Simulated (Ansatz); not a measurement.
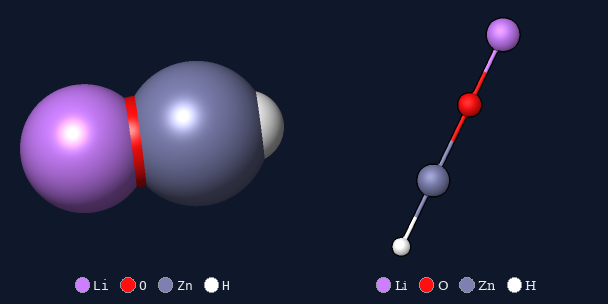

Two views of one molecule.

The geometry was computed by an optimisation with PBE0-D4/def2-TZVP. No frequency run is at hand to confirm it as a minimum.

Question: Which formula does it have?

Answer: HLiOZn, 4 atoms: 1 hydrogen, 1 lithium, 1 oxygen and 1 zinc.

Question: How many sets of symmetry-equivalent atoms are there?

Answer: 4: 1 Li, 1 O, 1 Zn, 1 H.

More results for the same structure follow; atom numbers are the same in all pictures, views and colours differ.

Electronic properties

No frequency run is at hand to confirm it as a minimum. Level of theory: RKS PBE0-D4/def2-TZVPP (Ansatz 0.2.0).

Question: Estimate the HOMO–LUMO gap.

Answer: 5.26 eV.

Question: What is the HOMO energy (Kohn–Sham orbital)?

Answer: −6.22 eV.

Dipole moment

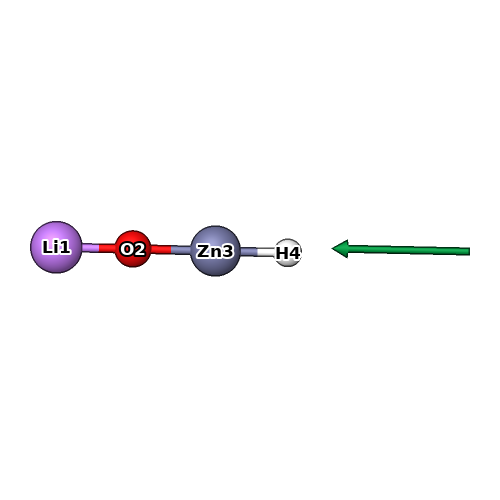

The arrow beside the molecule shows the direction of the dipole moment, from the negative to the positive end (its length means nothing). No frequency run is at hand to confirm it as a minimum. Method: RKS PBE0-D4/def2-TZVP (Ansatz 0.2.0).

Question: Estimate the dipole moment.

Answer: 5.76 D; it points from the side of H4 to the side of Li1 (the outermost atoms at the two ends).

Charges

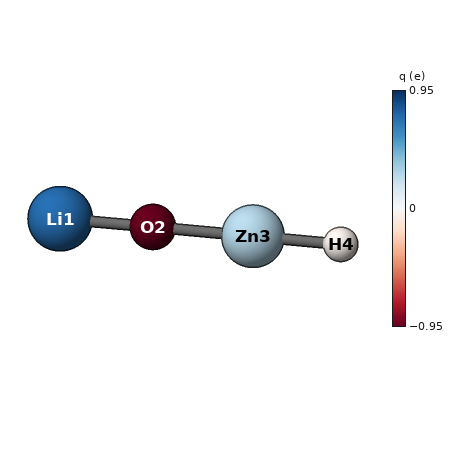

Atoms are coloured by their Mulliken charges. No frequency run is at hand to confirm it as a minimum. Level of theory: RKS PBE0-D4/def2-TZVP (Ansatz 0.2.0).

Give the Mulliken charges atom by atom.

```csv
atom,value (e)
Li1,0.72
O2,−0.94
Zn3,0.27
H4,−0.05
```

Mulliken values depend strongly on the basis set and can even reverse the polarity of a bond.
